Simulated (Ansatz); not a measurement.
CdS (zinc blende)

```
CdS
1.0
    0.00000     2.96331     2.96331
    2.96331     0.00000     2.96331
    2.96331     2.96331     0.00000
S Cd
1 1
Direct
  0.75000   0.75000   0.75000
  0.00000   0.00000   0.00000
```

In this cell atom 1 (S, nearest neighbour Cd at 2.566 Å; its periodic images, 4.2 Å or more away, move with it) is moved by u·(0.707, 0.707, 0.000) + v·(0.000, 0.000, 1.000); the rest is frozen.

The numbers are results of PBE (plane waves to 420 eV, PAW, scalar-relativistic; Ansatz, a first-principles code), not measurements. k mesh 8×8×8 (Γ-centred), Fermi-Dirac smearing 0.05 eV. E stands for the smeared free energy. Points where atoms come too close for the PAW data are left out (x in tables, blank in figures). Fu and Fv are the components of the force on the atom. CdS was relaxed with its symmetry unable to fall. The zero of ΔE is the undisplaced structure. Axes are in Å.

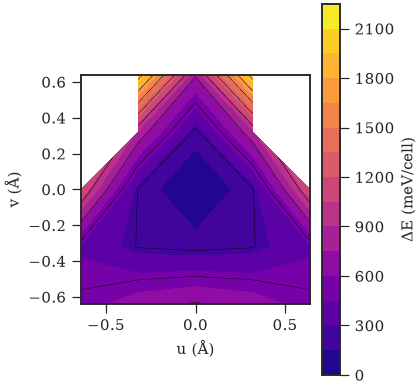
Figure. ΔE (meV/cell) over the 5×5 grid of computed points.

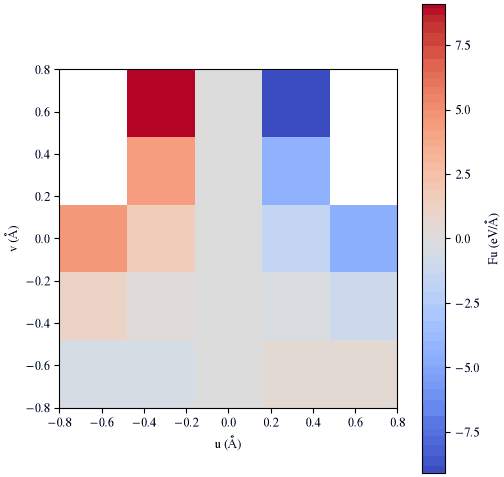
Figure: Fu (eV/Å) over the 5×5 grid of computed points.

Lowest place on the grid: u = 0.000 Å, v = 0.000 Å (0 meV/cell).

(For displaced atoms, the force is minus the slope of the energy, and its curvature is a force constant, which sets phonon frequencies.)
